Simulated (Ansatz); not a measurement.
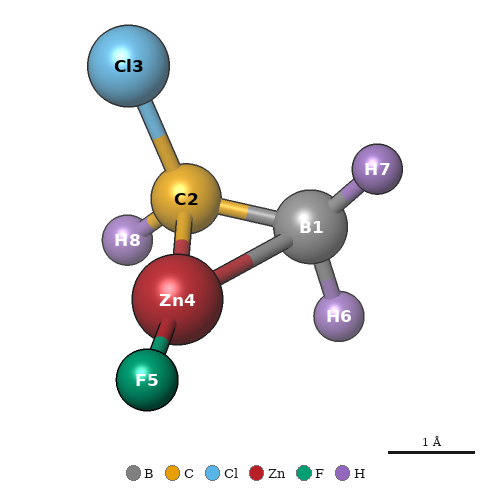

Orthographic view. Distant atoms are faded towards the background colour. The geometry was computed by an optimisation with PBE0-D4/def2-TZVP. No frequency run is at hand to confirm it as a minimum.

Write the connection table.

B1: C2, Zn4, H6, H7
C2: B1, Cl3, Zn4, H8
Cl3: C2
Zn4: B1, C2, F5
F5: Zn4
H6: B1
H7: B1
H8: C2
